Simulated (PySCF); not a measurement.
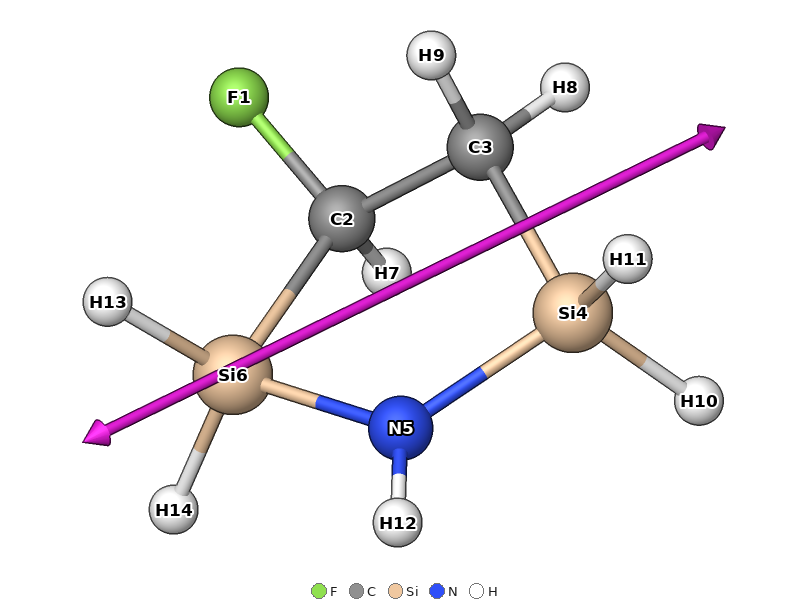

The double arrow shows the direction of the transition dipole to excited singlet state 3 (its length means nothing). The computed structure is the end point of a GFN2-xTB optimisation. No frequency run is at hand to confirm it as a minimum. Method: TDDFT PBE0/def2-SVPD, vertical, gas phase, core orbitals frozen in the response (PySCF 2.14.0).

**Where does the transition lie, and how strong is it?**

6.89 eV (180 nm), oscillator strength 0.017, mainly HOMO−1 → LUMO (weight 0.88); transition dipole 0.80 D.

The geometry is semi-empirical. Around Si such bond lengths and angles can be off by a tenth of an ångström or more and by several degrees, and values that hang on the shape move with them.
